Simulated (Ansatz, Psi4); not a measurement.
**A ladder of methods for CHBrCl2 (SMILES ClC(Cl)Br)**

CHBrCl2: 5 atoms, total charge 0, spin state singlet. As SMILES, `ClC(Cl)Br`. Geometry: relaxed at PBE0-D4/def2-TZVP.

```xyz
5

Cl   -0.5453    0.1542    1.6486
C     0.0800    0.0861    0.0115
Cl    1.2154   -1.2354   -0.1892
Br   -1.3535   -0.0188   -1.2825
H     0.6034    1.0139   -0.1885
```

Each level gives the atomisation enthalpy at 298 K (kJ/mol). The values are calculated. The thermal term (zero-point and 298 K enthalpy, harmonic and unscaled) is that of PBE0-D4/def2-TZVP; the spin-orbit lowering of the free atoms at 298 K, 21.6 kJ/mol by their spectra, is taken off.

**The experiment to reproduce.** Active Thermochemical Tables gives the atomisation enthalpy at 298 K of the gas as 1341 kJ/mol.

```
                               level                   kind  program  value (kJ/mol)  computed − measured  CPU time (all runs)
     HF/6-31G* (spherical functions)           Hartree–Fock     Psi4             806                 -535                 32 s
   BLYP/6-31G* (spherical functions)                    GGA   Ansatz            1279                  -62                 12 s
 revPBE/6-31G* (spherical functions)                    GGA   Ansatz            1302                  -39                 10 s
  TPSSh/6-31G* (spherical functions)        hybrid meta-GGA     Psi4            1306                  -35                 81 s
r2SCAN0/6-31G* (spherical functions)        hybrid meta-GGA   Ansatz            1288                  -53                 26 s
 B2PLYP/6-31G* (spherical functions)          double hybrid   Ansatz            1250                  -91                 16 s
CCSD(T)/6-31G* (spherical functions)  coupled cluster or CI     Psi4            1177                 -164                 76 s
   CCSD/6-31G* (spherical functions)  coupled cluster or CI     Psi4            1148                 -193                 52 s
```

Nearest: TPSSh/6-31G* (spherical functions) (-35 kJ/mol); farthest: HF/6-31G* (spherical functions) (-535 kJ/mol). Computed less measured by kind, in kJ/mol (6-31G* rows): Hartree–Fock -535; GGA -62 to -39; global hybrid -53 to -35; double hybrid -91; coupled cluster or CI -193 to -164. In a finite basis correlated wave-function methods underbind, so their errors here aren't those of the basis-set limit. All-electron rows without a relativistic Hamiltonian named are non-relativistic. In the correlated wave-function rows the outer d shell of Br is correlated, in sets not made for it. Times are those of the runs behind each value, whatever else they computed, on shared processors of several kinds: orders of magnitude only.

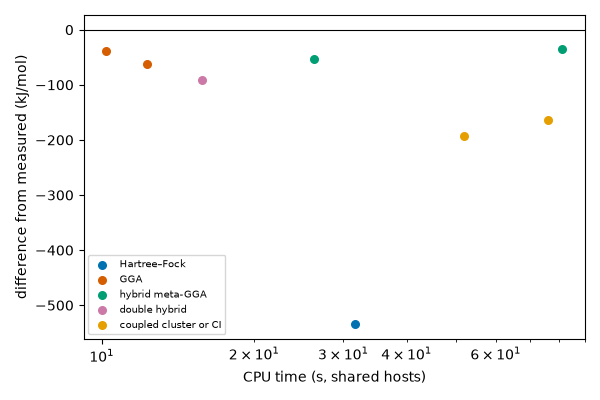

Difference from the measured value against processor time, one point a level.
